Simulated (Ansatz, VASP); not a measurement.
# K19Mg19Cr2Cl63 (liquid Cl61.2Cr1.9K18.4Mg18.4 at 1073 K) in two plane-wave programs

Aim: how closely do two programs agree when they are given the same cell, functional and k mesh? The cell is taken from a series of runs on this material, whose earlier steps may have relaxed or scaled it; both programs get it as it stands.

Method: plane waves, with VASP 6.6.1 beside it; single point at r2SCAN, in Ansatz 0.2.0.

## 1. Set-up

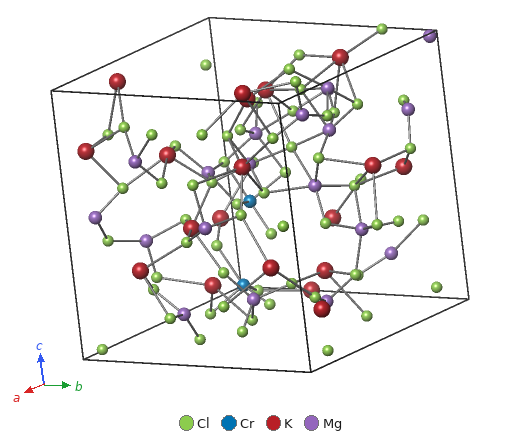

The cell as given, from a free direction (chlorine green, chromium blue, potassium red, magnesium purple). Bonds to atoms that aren't drawn are left out. Some periodic images of atoms are drawn too.

The cell holds 103 atoms: 63 Cl, 2 Cr, 19 K and 19 Mg. Cell: a = 15.836 Å, b = 15.836 Å, c = 15.836 Å, α = 90.0°, β = 90.0°, γ = 90.0°. As first built, before any earlier steps moved the atoms: 103 atoms (63 Cl, 2 Cr, 19 K, 19 Mg) packed at random and pushed apart as soft spheres at 1.62 g/cm^3; MD (Langevin at fixed volume unless said) with the MACE-MP-0b2 small potential (Batatia et al., arXiv:2401.00096), steps of 2 fs: 1 ps at 1610 K, 1610 to 1073 K in 0.6 ps, 1 ps at 1073 K with a Berendsen barostat at zero pressure, 2 ps at 1073 K.

## 2. Ansatz: single point, r2SCAN

Ansatz runs on its default PAW (the set named soft_2) files.

With cell and atoms fixed, the geometry can't cause a difference; cores, projectors, grids and the points listed under the comparison can.

File input.yaml:

```yaml
crystal:
  lattice:
    - [15.83551, 0.0, 0.0]
    - [0.0, 15.83551, 0.0]
    - [0.0, 0.0, 15.83551]
  atoms:
    - { symbol: Cl, position: [0.93652, 0.53037, 0.65683] }
    - { symbol: Cl, position: [0.38835, 0.65375, 0.86968] }
    - { symbol: Cl, position: [0.0699, 0.21929, 0.7121] }
    - { symbol: Cl, position: [0.55008, 0.19559, 0.40762] }
    - { symbol: Cl, position: [0.17006, 0.50501, 0.93129] }
    - { symbol: Cl, position: [0.69705, 0.30351, 0.0068] }
    - { symbol: Cl, position: [0.40514, 0.1481, 0.0156] }
    - { symbol: Cl, position: [0.37072, 0.56979, 0.64664] }
    - { symbol: Cl, position: [0.17429, 0.20068, 0.04218] }
    - { symbol: Cl, position: [0.03768, 0.84487, 0.74275] }
    - { symbol: Cl, position: [0.56031, 0.44355, 0.04847] }
    - { symbol: Cl, position: [0.69077, 0.83051, 0.18715] }
    - { symbol: Cl, position: [0.56117, 0.33919, 0.55601] }
    - { symbol: Cl, position: [0.96794, 0.39892, 0.84667] }
    - { symbol: Cl, position: [0.72395, 0.88318, 0.00049] }
    - { symbol: Cl, position: [0.9244, 0.59353, 0.20463] }
    - { symbol: Cl, position: [0.74368, 0.76669, 0.78985] }
    - { symbol: Cl, position: [0.29918, 0.77462, 0.4933] }
    - { symbol: Cl, position: [0.25585, 0.1792, 0.54153] }
    - { symbol: Cl, position: [0.79855, 0.11683, 0.58815] }
    - { symbol: Cl, position: [0.16202, 0.64122, 0.11653] }
    - { symbol: Cl, position: [0.79796, 0.19881, 0.21473] }
    - { symbol: Cl, position: [0.53745, 0.86777, 0.82263] }
    - { symbol: Cl, position: [0.06888, 0.63617, 0.44751] }
    - { symbol: Cl, position: [0.94308, 0.91362, 0.52383] }
    - { symbol: Cl, position: [0.48468, 0.76796, 0.64586] }
    - { symbol: Cl, position: [0.69657, 0.00538, 0.75451] }
    - { symbol: Cl, position: [0.85108, 0.19402, 0.83292] }
    - { symbol: Cl, position: [0.14911, 0.43193, 0.71331] }
    - { symbol: Cl, position: [0.20798, 0.97478, 0.61602] }
[... 67 atom lines left out ...]
    - { symbol: Mg, position: [0.02014, 0.98136, 0.98282] }
    - { symbol: Mg, position: [0.06448, 0.72862, 0.17498] }
    - { symbol: Mg, position: [0.433, 0.69856, 0.52592] }
    - { symbol: Mg, position: [0.61423, 0.05647, 0.33904] }
    - { symbol: Mg, position: [0.79308, 0.31684, 0.12719] }
    - { symbol: Mg, position: [0.14776, 0.9411, 0.74324] }
magnetization:
  spin_polarized: true
kpoints:
  mp_grid: { grid: [1, 1, 1] }
hamiltonian:
  xc: r2scan
scf:
  occupations: { method: fermi_dirac, width: 0.05 }
  lower_state_search: "off"
output:
  forces: true
  stress: true
  populations: true
  dos:
    method: { smearing: { sigma: 0.08 } }
    de: 0.1
    projected: { site_lists: { Cl: [Cl], Cr: [Cr], K: [K], Mg: [Mg] } }
  eigenvalues: true
```

Run with:

```bash
$ ansatz run input.yaml --threads 16 --pin off --max-ram 31232MiB --backend cpu --events-out ev --progress --plain --runs-dir out
```

Numbers of over 12 decimals in the logs are rounded to 6 here.

The program printed:

```text
Engine: ansatz 0.2.0, aarch64-unknown-linux-gnu
Pseudopotentials: kind: paw
Pseudopotential: Cl, paw, valence charge 7, recommended cutoff 500 eV (meta_gga), Cl.paw.azcp
Pseudopotential: Cr, paw, valence charge 14, recommended cutoff 500 eV (meta_gga), Cr.paw.azcp
Pseudopotential: K, paw, valence charge 9, recommended cutoff 500 eV (meta_gga), K.paw.azcp
Pseudopotential: Mg, paw, valence charge 10, recommended cutoff 500 eV (meta_gga), Mg.paw.azcp
Functional definition: r2SCAN
  parameter k0 = 0.174
  parameter k1 = 0.065
  parameter a1 = 4.9479
  exchange = r2scan_x(k0 = k0, k1 = k1, a1 = a1)
  correlation = r2scan_c
Crystal: 103 atoms, lattice volume = 3970.966 Å³
Basis set: ecut = 500 eV, 100737 PW (Γ), exchange–correlation on 480×480×480 points (64 copies of the dense FFT grid, shifted against one another)
Bands: 521, of which v1, the nominal top of the filled ones, is band 415 counted from 1 (414 counted from 0)
Symmetry: 1 space group operations
Space group: P1 (ITA 1), of the structure as read, at distance tolerance 1.6e-4 Å
Magnetic group: BNS 1.1 (UNI 1), of the structure as read, at distance tolerance 1.6e-4 Å
k-points: 1
Non-local potential: Cl, projectors of the file, l = 0: 2, l = 1: 2, l = 2: 2
Non-local potential: Cr, projectors of the file, l = 0: 3, l = 1: 2, l = 2: 3, l = 3: 1
Non-local potential: K, projectors of the file, l = 0: 3, l = 1: 2, l = 2: 2
Non-local potential: Mg, projectors of the file, l = 0: 3, l = 1: 2, l = 2: 1
PAW form: soft (Blöchl's): semilocal exchange-correlation on the pseudo side does not see the compensation charge
PAW frozen core: Cl, regenerated for the run's functional (the file was generated under x = pbe(κ = 0.804, μ = 0.219515), c = pbe(β = 0.066725))
PAW frozen core: Cr, regenerated for the run's functional (the file was generated under x = pbe(κ = 0.804, μ = 0.219515), c = pbe(β = 0.066725))
PAW frozen core: K, regenerated for the run's functional (the file was generated under x = pbe(κ = 0.804, μ = 0.219515), c = pbe(β = 0.066725))
PAW frozen core: Mg, regenerated for the run's functional (the file was generated under x = pbe(κ = 0.804, μ = 0.219515), c = pbe(β = 0.066725))
PAW one-centre angular grid: Cl, 302 points (default); XC on 160 Gauss nodes
PAW one-centre angular grid: Cr, 590 points (default); XC on 160 Gauss nodes
PAW one-centre angular grid: K, 302 points (default); XC on 160 Gauss nodes
PAW one-centre angular grid: Mg, 302 points (default); XC on 224 Gauss nodes
Initial density: superposition of atomic densities (chi_scale 0.1, normalization cell, long waves kept (reshape's long-wave potential 0.67 eV rms))
Starting moments: Σ|m| = 6 μB on 2 of 103 sites
Starting magnetic order: compensated ferrimagnet; no operation exchanges its spin sublattices
Initial wavefunctions: pseudopotential atomic-orbital guess
Functional: x = r2scan, c = r2scan; τ floored in thin density (d = 2e-4 eV/Å³)
SCF iter   1: F=-141028.070954 eV  HF=-141152.683568 eV  |F-HF|=1.25e2  |Δ(HF+E_count)|=         —  Δρ=2.75e-2 (↑2.58e-2 ↓2.75e-2)  dr2=1.53e2  dr2_τ=7.65e-1  dr2_m=4.90e0  M=-0.771 μB ∫|m|=9.264 μB  β_m=0.30  ethr=3.10e-3  ⟨swp⟩=7.0  Hψ=4407  notcnv=0  defer=173
preconditioner: auto → none  [metal: Δε(μ)=0.099 eV  Ē_g=6.796 eV  σ=0.050 eV  W_gap=0.43  n_scr=618 (ndim 8)  ℏωp=11.5 eV  f_vac=0.189  D(μ)=20.02/eV (n_scr^D=56)  sad-step TF]
SCF iter   2: F=-141078.410073 eV  HF=-141140.996892 eV  |F-HF|=6.26e1  |Δ(HF+E_count)|=    1.17e1  Δρ=2.13e-2 (↑1.47e-2 ↓2.13e-2)  dr2=8.06e1  dr2_τ=5.09e-1  dr2_m=1.55e0  M=1.996 μB ∫|m|=6.607 μB  β_m=0.30  ethr=3.10e-3  ⟨swp⟩=3.0  Hψ=2052  notcnv=0  defer=186  κ⁻¹=1.0e0(r=1)
preconditioner: auto → Resta (q_TF=auto, 2.102 Å⁻¹)  ε∞=3.5  [insulator: Δε(μ)=0.164 eV  Ē_g=7.280 eV  σ=0.050 eV  W_gap=0.67  n_scr=618 (ndim 8)  ℏωp=11.5 eV  f_vac=0.195  D(μ)=8.64/eV (n_scr^D=18)  ε∞_Penn≈3.5]
spin=Collinear: Resta preconditioning applied to the charge; magnetization (m = ρ↑ − ρ↓) channel mixes plain (no charge-response kernel on spin).
SCF iter   3: F=-141071.627748 eV  HF=-141132.846801 eV  |F-HF|=6.12e1  |Δ(HF+E_count)|=    8.15e0  Δρ=1.87e-2 (↑1.87e-2 ↓1.72e-2)  dr2=7.46e1  dr2_τ=3.77e-1  dr2_m=3.31e0  M=-2.849 μB ∫|m|=7.131 μB  β_m=0.30  ethr=3.10e-3  ⟨swp⟩=2.5  Hψ=2020  notcnv=0  defer=193  κ⁻¹=3.0e-1(r=2)
SCF iter   4: F=-141105.194088 eV  HF=-141129.706969 eV  |F-HF|=2.45e1  |Δ(HF+E_count)|=    3.14e0  Δρ=1.53e-2 (↑1.53e-2 ↓9.56e-3)  dr2=3.45e1  dr2_τ=2.41e-1  dr2_m=1.87e0  M=1.313 μB ∫|m|=8.105 μB  β_m=0.30  ethr=3.10e-3  ⟨swp⟩=3.5  Hψ=2394  notcnv=0  defer=194
Mixer restart at iter 4: flushing history
spin-set hold released at iteration 4 (the charge has settled, or the pull on large starting moments outlasts its swing): the magnetisation degrees of freedom join the quasi-Newton model from the next iteration; the mixer history was flushed
[...]
k-point 0 ↓: bands = [... 411 lower, -0.3774, -0.2675, -0.2383, -0.1856, -0.0432, 0.4552, 2.5466, 2.9574, ... 102 higher]
--- Löwdin populations: 103 sites ---
  site symbol       q [e]    m [muB]
     0     Cl      7.6579     0.0797
     1     Cl      7.6979     0.0000
     2     Cl      7.7149     0.0018
     3     Cl      7.7323    -0.0049
     4     Cl      7.7495     0.0062
     5     Cl      7.6629     0.0297
     6     Cl      7.4522     0.0755
     7     Cl      7.6842     0.0001
     8     Cl      7.3819     0.0022
     9     Cl      7.7079     0.0003
    10     Cl      7.6907     0.0754
    11     Cl      7.7403     0.0001
    12     Cl      7.6990    -0.0017
    13     Cl      7.6370     0.1162
    14     Cl      7.7067     0.0001
    15     Cl      7.7142     0.0025
    16     Cl      7.7210     0.0005
    17     Cl      7.6906    -0.0000
    18     Cl      7.5990    -0.0211
    19     Cl      7.7194     0.0025
    20     Cl      7.6895     0.0001
    21     Cl      7.7200     0.0001
    22     Cl      7.7038     0.0000
    23     Cl      7.7263    -0.0001
[...]
95     Mg      8.4485    -0.0000
    96     Mg      8.4480    -0.0004
    97     Mg      8.4266    -0.0002
    98     Mg      8.4596    -0.0001
    99     Mg      8.4640     0.0000
   100     Mg      8.4376     0.0001
   101     Mg      8.4456    -0.0003
   102     Mg      8.4425    -0.0000
  spilling = 0.004945 (of n_electrons = 830.000000)
```

In the SCF lines HF is the Harris–Foulkes energy and dr2 the Hartree energy of the density residual, in eV; the loop may stop once dr2 is under the threshold and the program's other checks hold. Hψ counts applications of the Hamiltonian.

## 3. VASP: single point, r2SCAN

The same cell, functional, mesh and smearing now go to VASP, with its own data sets and cutoff.

Lines of VASP's logs that name or quote its potential files are left out, and so is its time.

File INCAR:

```
SYSTEM = K19Mg19Cr2Cl63
PREC = Accurate
ENCUT = 400
EDIFF = 1E-05
NELM = 200
ISMEAR = -1
SIGMA = 0.05
LREAL = Auto
ALGO = All
METAGGA = R2SCAN
LASPH = .TRUE.
NBANDS = 409
ISPIN = 2
MAGMOM = 0.06 0 0 -0 0.01 0.02 0.06 0 0.01 0 0.06 0 -0 0.1 0 0 0 -0 -0.02 0 0 0 0 -0 0 -0 0 0.01 -0 -0 -0 -0 0 -0 0 0 -0.01 0 0 0 0.23 0 0.01 0 0 -0.02 -0.01 0 0 -0 0 0 -0 -0.05 0 0.02 0.02 0 0 0.02 0 0 0 -2.77 3.17 -0 -0 0 -0 0 -0 0 0 -0 -0 0 -0 0 -0 -0 0 -0 -0 0 0 0 -0 -0 0 -0 0 -0 0 0 0 0 -0 -0 -0 -0 -0 -0 0
LMAXMIX = 4
LORBIT = 11
LWAVE = .FALSE.
LCHARG = .FALSE.
ISIF = 2
```

File POSCAR:

```
K19Mg19Cr2Cl63
1.0
   15.8355100000      0.0000000000      0.0000000000
    0.0000000000     15.8355100000      0.0000000000
    0.0000000000      0.0000000000     15.8355100000
Cl Cr K Mg
63 2 19 19
Direct
    0.9365200000      0.5303700000      0.6568300000
    0.3883500000      0.6537500000      0.8696800000
    0.0699000000      0.2192900000      0.7121000000
    0.5500800000      0.1955900000      0.4076200000
    0.1700600000      0.5050100000      0.9312900000
    0.6970500000      0.3035100000      0.0068000000
    0.4051400000      0.1481000000      0.0156000000
    0.3707200000      0.5697900000      0.6466400000
    0.1742900000      0.2006800000      0.0421800000
    0.0376800000      0.8448700000      0.7427500000
    0.5603100000      0.4435500000      0.0484700000
    0.6907700000      0.8305100000      0.1871500000
    0.5611700000      0.3391900000      0.5560100000
    0.9679400000      0.3989200000      0.8466700000
    0.7239500000      0.8831800000      0.0004900000
    0.9244000000      0.5935300000      0.2046300000
    0.7436800000      0.7666900000      0.7898500000
    0.2991800000      0.7746200000      0.4933000000
    0.2558500000      0.1792000000      0.5415300000
    0.7985500000      0.1168300000      0.5881500000
    0.1620200000      0.6412200000      0.1165300000
    0.7979600000      0.1988100000      0.2147300000
    0.5374500000      0.8677700000      0.8226300000
    0.0688800000      0.6361700000      0.4475100000
    0.9430800000      0.9136200000      0.5238300000
    0.4846800000      0.7679600000      0.6458600000
    0.6965700000      0.0053800000      0.7545100000
    0.8510800000      0.1940200000      0.8329200000
    0.1491100000      0.4319300000      0.7133100000
    0.2079800000      0.9747800000      0.6160200000
[... 67 atom lines left out ...]
    0.0201400000      0.9813600000      0.9828200000
    0.0644800000      0.7286200000      0.1749800000
    0.4330000000      0.6985600000      0.5259200000
    0.6142300000      0.0564700000      0.3390400000
    0.7930800000      0.3168400000      0.1271900000
    0.1477600000      0.9411000000      0.7432400000
```

File KPOINTS:

```
Automatic mesh
0
Gamma
1 1 1
0 0 0
```

Potentials, in the order of the species: Cl, Cr_pv, K_sv and Mg (PBE family, release 64).

Run with:

```bash
$ export OMP_NUM_THREADS=5
$ mpirun -np 1 vasp_gam
```

The program printed:

```text
[banner, memory and clock lines left out]
running    1 mpi-ranks, on    1 nodes
[...]
Offloading initialized ...    1 GPUs detected
[...]
|                                                                             |
|               ----> ADVICE to this user running VASP <----                  |
|                                                                             |
|     You enforced a specific xc type in the INCAR file but a different       |
|     [... a line on the potential file left out ...]
|     I HOPE YOU KNOW WHAT YOU ARE DOING!                                     |
|                                                                             |

 LDA part: xc-table for (None), standard interpolation
 POSCAR, INCAR and KPOINTS ok, starting setup
[...]
entering main loop
       N       E                     dE             d eps       ncg     rms           ort
DAV:   1     0.570187311050E+04    0.57019E+04   -0.29302E+05   409   0.123E+03
DAV:   2    -0.107081032627E+03   -0.58090E+04   -0.56362E+04   409   0.313E+02
[...]
gam= 0.702 trial= 0.184  step=  0.1689 mean=  0.1841
CGA:  50    -0.789780815280E+03   -0.13862E-04   -0.14033E-04   409   0.149E-03   0.228E-04
 gam= 0.952 g(H,U,f)=  0.491E-04 0.157E-04 0.840E-04 ort(H,U,f) = 0.587E-04-0.407E-06-0.355E-04
 gam= 0.952 trial= 0.183  step=  0.1342 mean=  0.1826
CGA:  51    -0.789780826496E+03   -0.11216E-04   -0.11438E-04   409   0.172E-03   0.934E-05
 gam= 1.153 g(H,U,f)=  0.478E-04 0.210E-04 0.103E-03 ort(H,U,f) = 0.705E-04 0.402E-05-0.652E-04
 gam= 1.153 trial= 0.178  step=  0.2387 mean=  0.1778
CGA:  52    -0.789780848257E+03   -0.21761E-04   -0.21754E-04   409   0.102E-03  -0.171E-08
 gam= 0.595 g(H,U,f)=  0.444E-04 0.210E-04 0.366E-04 ort(H,U,f) = 0.441E-04-0.261E-04-0.180E-04
 gam= 0.595 trial= 0.184  step=  0.2942 mean=  0.1838
CGA:  53    -0.789780864231E+03   -0.15974E-04   -0.15002E-04   409   0.982E-04   0.176E-04
 gam= 0.963 g(H,U,f)=  0.362E-04 0.111E-04 0.508E-04 ort(H,U,f) = 0.329E-04-0.450E-05-0.108E-04
 gam= 0.963 trial= 0.195  step=  0.1413 mean=  0.1949
CGA:  54    -0.789780872296E+03   -0.80652E-05   -0.81376E-05   409   0.117E-03   0.278E-05
 gam= 1.192 g(H,U,f)=  0.316E-04 0.892E-05 0.766E-04 ort(H,U,f) = 0.454E-04-0.421E-06-0.422E-04
 gam= 1.192 trial= 0.190  step=  0.1519 mean=  0.1895
 final diagonalization occupied
   1 F= -.78978087E+03 E0= -.78971306E+03  d E =-.135631E+00  mag=     1.2443
```

From OUTCAR (step 3):

```text
  FREE ENERGIE OF THE ION-ELECTRON SYSTEM (eV)
  ---------------------------------------------------
  free  energy   TOTEN  =      -789.7808722962 eV

  energy  without entropy=     -789.6452413839  energy(sigma->0) =     -789.71305684

 magnetization (x)
# of ion       s       p       d       tot
------------------------------------------
    1        0.002   0.057   0.000   0.059
    2       -0.000   0.000   0.000   0.000
    3        0.000   0.002   0.000   0.002
    4       -0.000  -0.003   0.000  -0.004
    5        0.000   0.004   0.000   0.004
    6        0.001   0.024   0.000   0.025
    7        0.001   0.069   0.000   0.069
    8        0.000   0.000   0.000   0.000
    9        0.000   0.025   0.000   0.025
   10        0.000   0.000   0.000   0.000
   11        0.002   0.058   0.000   0.060
   12        0.000   0.000   0.000   0.000
   13       -0.000  -0.002   0.000  -0.002
[...]
--------------------------------------------------
tot          0.004   0.520   0.438   0.962
```

The magnetic state follows from one typed start and may not be the lowest.

## 4. Differences

Known differences besides the PAW data sets themselves: VASP starts from the moments at which Ansatz ended; VASP keeps PBE cores, Ansatz makes them for the functional; the data sets hold 830 valence electrons in Ansatz (default PAW (the set named soft_2) files) and 674 in VASP; the cutoff is 500 eV in Ansatz and 400 eV in VASP (PREC = Accurate, projectors in real space); site moments are counted in spheres of each program's own size. Total energies have different zeros and are not compared.

Both answers:

```csv
quantity,Ansatz,VASP,difference
pressure (GPa),-1.49,-1.61,+0.12
total moment (μB),1.25,1.24,0.00
moment on Cr65 (μB),3.17,3.52,-0.35
moment on Cr64 (μB),-2.77,-3.08,+0.31
moment on Cl41 (μB),0.23,0.23,0.00
moment on Cl14 (μB),0.10,0.09,0.00
moment on Cl7 (μB),0.06,0.07,-0.01
moment on Cl11 (μB),0.06,0.06,0.00
moment on Cl1 (μB),0.07,0.06,+0.01
moment on Cl54 (μB),-0.05,-0.05,0.00
```

Forces on 10 of the 103 atoms, picked by the larger force of the two programs (eV/Å; atoms numbered as in POSCAR):

```csv
atom,"Ansatz x, y, z","VASP x, y, z"
Cl2,"0.205, -0.716, -1.454","0.208, -0.680, -1.454"
Cl6,"1.051, -0.473, 1.144","1.074, -0.465, 1.167"
Cl7,"-1.256, 1.070, 1.160","-1.239, 1.051, 1.140"
Cl16,"0.981, 1.325, 0.287","0.983, 1.331, 0.282"
Cl27,"-0.988, -0.593, 1.155","-1.018, -0.602, 1.160"
Cl51,"0.751, -1.471, 0.800","0.715, -1.468, 0.810"
Cr65,"0.906, 1.124, 1.543","0.902, 1.109, 1.568"
Mg92,"-0.285, -2.098, 0.311","-0.274, -2.084, 0.330"
Mg96,"-1.033, 1.917, -0.773","-1.024, 1.913, -0.769"
Mg98,"2.132, -0.698, -0.786","2.139, -0.690, -0.768"
```

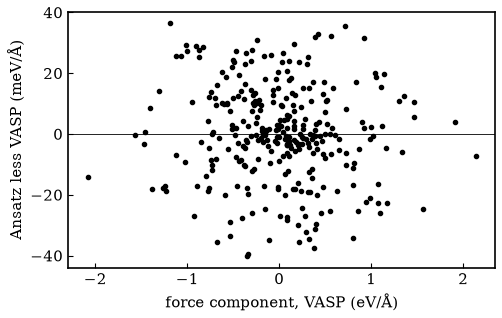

Difference of the force components against their size.

The forces differ by 16 meV/Å r.m.s., which is 2.6 % of the r.m.s. force of 0.61 eV/Å (both taken over all components).

## 5. Outcome

* r.m.s. force difference (single point, r2SCAN): 2.6 % of the r.m.s. force

The r.m.s. force difference is 2.6 % of the r.m.s. force (single point, r2SCAN), within the 3 % picked in this series as the mark of a large difference. How closely two codes agree says nothing of how well the functional describes the real material.

[Lines on the potential files, build, host, timing and source positions are cut from VASP's logs without a mark.]

[Logs are printed without paths, hosts, clocks, repeated set-up lines and the standing remarks that a program may print on its own settings, such as how far it seeks lower states.]

[Hosts, paths, dates, database ids (printed as entryN), source tags and the programs' standing remarks are cut or masked in the printed files.]
